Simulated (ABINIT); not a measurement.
# Cs2AgSbBr6 (Fm-3m): G0W0 with ABINIT, start to end

How does a plane-wave GW calculation on Cs2AgSbBr6 (Fm-3m) run from the first input to the gap?

Program: ABINIT 10.8.3. Level of theory: PBEsol and many-body steps on it, plane waves. Results are calculated unless marked as measured.

**What was measured.**

- Gap 2.18 eV: indirect optical gap from Tauc plot; photothermal deflection spectroscopy; film (solution-processed film on quartz, about 200 nm thick) (“Bandgap Lowering in Mixed Alloys of Cs2Ag(SbxBi1-x)Br6 Double Perovskite Thin Films”, 2020, arxiv:2007.00388).

**1. Starting point**

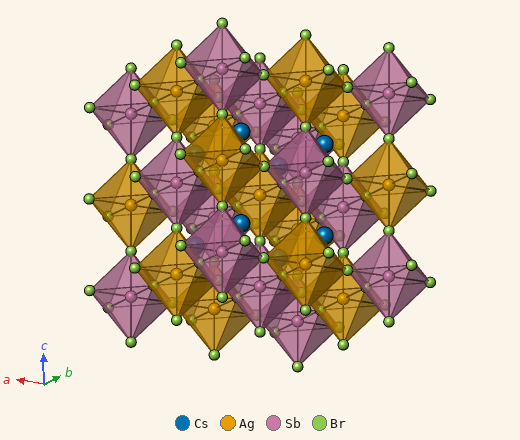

Start, viewed from a free direction; caesium blue, silver orange, antimony pink, bromine green. This picture shows the conventional cell, with its axes. Some periodic images of atoms are drawn too.

The cell and positions are those that the Materials Project relaxed with its own functionals (PBE, PBE+U or r2SCAN), kept fixed. Spin-orbit coupling is left out unless a step names it.

**2. Ground state**

This step: ABINIT 10.8.3; DFT, PBEsol, plane waves, norm-conserving pseudopotentials.

The ground-state density comes first.

run.abi

```
acell 3*1.0 Angstrom
rprim 
  0.000000000000 5.689253000000 5.689253000000
  5.689253000000 0.000000000000 5.689253000000
  5.689253000000 5.689253000000 0.000000000000
ntypat 4
znucl 55 47 51 35
natom 10
typat 1 1 2 3 4 4 4 4 4 4
xred 
  0.750000000000 0.750000000000 0.750000000000
  0.250000000000 0.250000000000 0.250000000000
  0.500000000000 0.500000000000 0.500000000000
  0.000000000000 0.000000000000 0.000000000000
  0.751554000000 0.248446000000 0.248446000000
  0.248446000000 0.248446000000 0.751554000000
  0.248446000000 0.751554000000 0.751554000000
  0.248446000000 0.751554000000 0.248446000000
  0.751554000000 0.248446000000 0.751554000000
  0.751554000000 0.751554000000 0.248446000000
pp_dirpath "pseudos"
pseudos "Cs.upf, Ag.upf, Sb.upf, Br.upf"
ecut 40
ngkpt 4 4 4
nshiftk 1
shiftk 0 0 0
kptopt 1
chksymbreak 0
nband 90
occopt 1
tolvrs 1e-08
nstep 60
prtwf 0
optforces 0
optstress 0
indata_prefix "in"
outdata_prefix "out"
tmpdata_prefix "tmp"
```

On the command line:

```bash
> OMP_NUM_THREADS=1 mpirun -n 8 abinit run.abi > log
```

Numbers of over 12 decimals in the logs are rounded to 6 here.

Output:

```text
.Version 10.8.3 of ABINIT. v10.8.2 released Aug 2026.

 Symmetries : space group Fm -3 m (#225); Bravais cF (face-center cubic)
================================================================================
 Values of the parameters that define the memory need of the present run
     intxc =       0    ionmov =       0      iscf =       7    lmnmax =       8
     lnmax =       8     mgfft =      90  mpssoang =       4    mqgrid =    3535
     natom =      10  nloc_mem =       1    nspden =       1   nspinor =       1
    nsppol =       1      nsym =      48    n1xccc =    2501    ntypat =       4
    occopt =       1   xclevel =       2
-    mband =          90        mffmem =           1         mkmem =           1
       mpw =       30050          nfft =      729000          nkpt =           8
================================================================================
  Rough estimation (10% accuracy) of disk space for files :
================================================================================

--------------------------------------------------------------------------------
------------- Echo of variables that govern the present computation ------------
--------------------------------------------------------------------------------
 -outvars: echo values of preprocessed input variables --------
            acell      1.8897261259E+00  1.8897261259E+00  1.8897261259E+00 Bohr

      chksymbreak           0
             ecut      4.00000000E+01 Hartree
-          fftalg         312

              ixc     -116133
              kpt      0.00000000E+00  0.00000000E+00  0.00000000E+00
                       2.50000000E-01  0.00000000E+00  0.00000000E+00
                       5.00000000E-01  0.00000000E+00  0.00000000E+00
                       2.50000000E-01  2.50000000E-01  0.00000000E+00
                       5.00000000E-01  2.50000000E-01  0.00000000E+00
                      -2.50000000E-01  2.50000000E-01  0.00000000E+00
                       5.00000000E-01  5.00000000E-01  0.00000000E+00
                      -2.50000000E-01  5.00000000E-01  2.50000000E-01
         kptrlatt        4    0    0      0    4    0      0    0    4
          kptrlen      6.08175756E+01
P           mkmem           1
            natom          10
            nband          90
            ngfft          90      90      90
             nkpt           8
            nstep          60
             nsym          48
           ntypat           4
              occ      2.000000  2.000000  2.000000  2.000000  2.000000  2.000000
                       2.000000  2.000000  2.000000  2.000000  2.000000  2.000000
                       2.000000  2.000000  2.000000  2.000000  2.000000  2.000000
                       2.000000  2.000000  2.000000  2.000000  2.000000  2.000000
                       2.000000  2.000000  2.000000  2.000000  2.000000  2.000000
                       2.000000  2.000000  2.000000  2.000000  2.000000  2.000000
                       2.000000  2.000000  2.000000  2.000000  2.000000  2.000000
                       2.000000  2.000000  2.000000  2.000000  2.000000  2.000000
                       2.000000  2.000000  2.000000  2.000000  2.000000  2.000000
                       2.000000  2.000000  2.000000  2.000000  2.000000  2.000000
                       2.000000  2.000000  2.000000  2.000000  2.000000  2.000000
                       2.000000  2.000000  2.000000  2.000000  2.000000  2.000000
                       2.000000  2.000000  2.000000  2.000000  2.000000  2.000000
                       2.000000  2.000000  2.000000  0.000000  0.000000  0.000000
                       0.000000  0.000000  0.000000  0.000000  0.000000  0.000000
        optforces           0
        optstress           0
            prtwf           0
            rprim      0.0000000000E+00  5.6892530000E+00  5.6892530000E+00
                       5.6892530000E+00  0.0000000000E+00  5.6892530000E+00
                       5.6892530000E+00  5.6892530000E+00  0.0000000000E+00
          spgroup         225

           tolvrs      1.00000000E-08

             xred      7.5000000000E-01  7.5000000000E-01  7.5000000000E-01
                       2.5000000000E-01  2.5000000000E-01  2.5000000000E-01
[...]
znucl       55.00000   47.00000   51.00000   35.00000

================================================================================

 chkinp: Checking input parameters for consistency.

================================================================================
== DATASET  1 ==================================================================
-   mpi_nproc: 8, omp_nthreads: 1 (-1 if OMP is not activated)

--- !DatasetInfo
iteration_state: {dtset: 1, }
dimensions: {natom: 10, nkpt: 8, mband: 90, nsppol: 1, nspinor: 1, nspden: 1, mpw: 30050, }
cutoff_energies: {ecut:  40.0, pawecutdg:  -1.0, }
electrons: {nelect:   1.62000000E+02, charge:   0.00000000E+00, occopt:   1.00000000E+00, tsmear:   1.00000000E-02, }

 Real(R)+Recip(G) space primitive vectors, cartesian coordinates (Bohr,Bohr^-1):
 R(1)=  0.0000000 10.7511300 10.7511300  G(1)= -0.0465067  0.0465067  0.0465067
 R(2)= 10.7511300  0.0000000 10.7511300  G(2)=  0.0465067 -0.0465067  0.0465067
 R(3)= 10.7511300 10.7511300  0.0000000  G(3)=  0.0465067  0.0465067 -0.0465067
 Unit cell volume ucvol=  2.4853774E+03 bohr^3
[...]
ETOT  1  -1249.0274532162    -1.249E+03 1.964E+00 1.283E+05
 ETOT  2  -1257.4310496563    -8.404E+00 1.984E-01 1.615E+05
 ETOT  3  -1265.0657803237    -7.635E+00 4.504E-02 2.930E+04
 ETOT  4  -1265.9922966559    -9.265E-01 9.295E-03 1.140E+04
 ETOT  5  -1266.3089553937    -3.167E-01 1.333E-02 4.102E+03
 ETOT  6  -1266.4371038417    -1.281E-01 6.739E-03 1.327E+03
 ETOT  7  -1266.4738884070    -3.678E-02 3.561E-03 4.242E+02
 ETOT  8  -1266.4929095615    -1.902E-02 4.087E-03 1.433E+01
 ETOT  9  -1266.4930084607    -9.890E-05 1.612E-03 8.252E+00
 ETOT 10  -1266.4934417598    -4.333E-04 7.962E-04 1.381E-02
 ETOT 11  -1266.4934429032    -1.143E-06 5.373E-04 6.049E-04
 ETOT 12  -1266.4934430033    -1.001E-07 5.176E-04 1.461E-05
 ETOT 13  -1266.4934430062    -2.883E-09 3.797E-04 2.537E-05
 ETOT 14  -1266.4934430089    -2.694E-09 2.825E-04 5.653E-06
 ETOT 15  -1266.4934430096    -6.573E-10 1.565E-04 2.271E-07
 ETOT 16  -1266.4934430095     2.547E-11 1.048E-04 1.620E-08
 ETOT 17  -1266.4934430094     1.924E-10 5.267E-05 6.906E-09

 At SCF step   17       vres2   =  6.91E-09 < tolvrs=  1.00E-08 =>converged.

--- !ResultsGS
iteration_state: {dtset: 1, }
comment   : Summary of ground state results
lattice_vectors:
- [  0.0000000,  10.7511300,  10.7511300, ]
- [ 10.7511300,   0.0000000,  10.7511300, ]
- [ 10.7511300,  10.7511300,   0.0000000, ]
lattice_lengths: [  15.20439,   15.20439,   15.20439, ]
lattice_angles: [ 60.000,  60.000,  60.000, ] # degrees, (23, 13, 12)
lattice_volume:   2.4853774E+03
convergence: {deltae:  1.924E-10, res2:  6.906E-09, residm:  5.267E-05, diffor:  0.000E+00, }
etotal    :  -1.26649344E+03
entropy   :   0.00000000E+00
fermie    :   7.21535827E-02
cartesian_stress_tensor: null
pressure_GPa: null
xred      :
- [  7.5000E-01,   7.5000E-01,   7.5000E-01, Cs]
- [  2.5000E-01,   2.5000E-01,   2.5000E-01, Cs]
- [  5.0000E-01,   5.0000E-01,   5.0000E-01, Ag]
- [  0.0000E+00,   0.0000E+00,   0.0000E+00, Sb]
- [  7.5155E-01,   2.4845E-01,   2.4845E-01, Br]
- [  2.4845E-01,   2.4845E-01,   7.5155E-01, Br]
- [  2.4845E-01,   7.5155E-01,   7.5155E-01, Br]
- [  2.4845E-01,   7.5155E-01,   2.4845E-01, Br]
- [  7.5155E-01,   2.4845E-01,   7.5155E-01, Br]
- [  7.5155E-01,   7.5155E-01,   2.4845E-01, Br]
cartesian_forces: null
force_length_stats: {min: null, max: null, mean: null, }

 Integrated electronic density in atomic spheres:
 ------------------------------------------------
 Atom  Sphere_radius  Integrated_density
[...]
================================================================================

 ----iterations are completed or convergence reached----

 Mean square residual over all n,k,spin=   19.939E-08; max=  52.671E-06
 reduced coordinates (array xred) for   10 atoms
[...]
0.248446000000      0.248446000000      0.751554000000
       0.248446000000      0.751554000000      0.751554000000
       0.248446000000      0.751554000000      0.248446000000
       0.751554000000      0.248446000000      0.751554000000
       0.751554000000      0.751554000000      0.248446000000
 rms dE/dt=  0.0000E+00; max dE/dt=  0.0000E+00; dE/dt below (all hartree)
    1       0.000000000000      0.000000000000      0.000000000000
    2       0.000000000000      0.000000000000      0.000000000000
    3       0.000000000000      0.000000000000      0.000000000000
    4       0.000000000000      0.000000000000      0.000000000000
    5       0.000000000000      0.000000000000      0.000000000000
    6       0.000000000000      0.000000000000      0.000000000000
    7       0.000000000000      0.000000000000      0.000000000000
    8       0.000000000000      0.000000000000      0.000000000000
    9       0.000000000000      0.000000000000      0.000000000000
   10       0.000000000000      0.000000000000      0.000000000000

 cartesian coordinates (angstrom) at end:
[...]
6      5.689253     5.689253     2.826944
    7      8.551562     5.689253     5.689253
    8      5.689253     2.826944     5.689253
    9      5.689253     8.551562     5.689253
   10      5.689253     5.689253     8.551562
 length scales=  1.889726125908  1.889726125908  1.889726125908 bohr
              =  1.000000000000  1.000000000000  1.000000000000 angstroms
 prteigrs : about to open file out_EIG
 Fermi (or HOMO) energy (hartree) =   0.07215   Average Vxc (hartree)=  -0.31366
 Eigenvalues (hartree) for nkpt=   8  k points:
 kpt#   1, nband= 90, wtk=  0.01563, kpt=  0.0000  0.0000  0.0000 (reduced coord)
  -5.24614   -3.51902   -3.51902   -3.51902   -3.24974   -2.14563   -2.14563   -2.14563
  -2.14563   -2.14563   -2.14563   -2.14352   -2.14352   -2.14352   -2.14352   -2.14352
  -2.14352   -2.14352   -2.14352   -2.14352   -2.14351   -2.14351   -2.14351   -2.13745
  -2.13745   -2.13745   -2.13745   -2.13745   -2.13745   -2.13743   -2.13743   -2.13743
  -2.13743   -2.13743   -2.13743   -1.90976   -1.90976   -1.90976   -1.01270   -1.01270
  -1.01251   -1.01251   -1.01251   -0.69348   -0.69329   -0.46719   -0.44961   -0.44961
  -0.44961   -0.44359   -0.44359   -0.26536   -0.21030   -0.21030   -0.21030   -0.20821
  -0.20821   -0.20821   -0.08614   -0.08614   -0.08614   -0.06743   -0.06743   -0.04938
  -0.04938   -0.04938   -0.02796   -0.00837   -0.00837   -0.00837    0.00515    0.00515
   0.00515    0.01145    0.01145    0.01145    0.02629    0.02629    0.02629    0.03699
   0.03699    0.14148    0.14148    0.14148    0.19657    0.23551    0.23551    0.24422
   0.25659    0.26493
 prteigrs : prtvol=0 or 1, do not print more k-points.

--- !EnergyTerms
iteration_state     : {dtset: 1, }
comment             : Components of total free energy in Hartree
kinetic             :  6.24292424638735E+02
hartree             :  4.86333668446218E+02
xc                  : -2.03321609993706E+02
Ewald energy        : -5.57781078069507E+02
psp_core            :  1.88420763579303E+01
local_psp           : -1.29896216981405E+03
non_local_psp       : -3.35896754574976E+02
total_energy        : -1.26649344300936E+03
total_energy_eV     : -3.44630422557299E+04
band_energy         : -2.00292392701438E+02

== END DATASET(S) ==============================================================
================================================================================

 -outvars: echo values of variables after computation  --------
           etotal     -1.2664934430E+03
            nband          90
             nkpt           8
          spgroup         225
 [... the other variables as echoed above ...]

 Calculation completed.
```

Wall time 6.7 min (8 MPI ranks of Arm Neoverse V1, shared host); peak memory 2.7 GiB.

This step gave:

```
total energy               : -34463.0423 eV
gap                        : 0.8123 eV
k of the valence top       : 0.5, 0.5, 0
k of the conduction bottom : 0.5, 0, 0
least direct gap           : 1.965 eV
```

The gap is indirect, with the least direct gap 1.15 eV higher.

(Continued in part 2 of 3.)

[Paths, hosts, dates, memory and timing lines, banners, echoed tables and standing remarks are left out of the program output.]

[Logs are printed without paths, hosts, clocks, repeated set-up lines and the standing remarks that a program may print on its own settings, such as how far it seeks lower states.]

[Runs of the session that timed out or met a known fault of the program may be left out.]

[Hosts, paths, dates, database ids (printed as entryN), source tags and the programs' standing remarks are cut or masked in the printed files.]

[G0W0 gaps are taken among the corrected bands and points alone; a level outside them can change the order at an edge.]

[Where Ansatz stands beside ABINIT at settings called matched, ABINIT's density can come from a denser mesh and the files from another edition; pairs whose starting gaps differed by over 0.03 eV were left out, so agreement reads better than it is.]
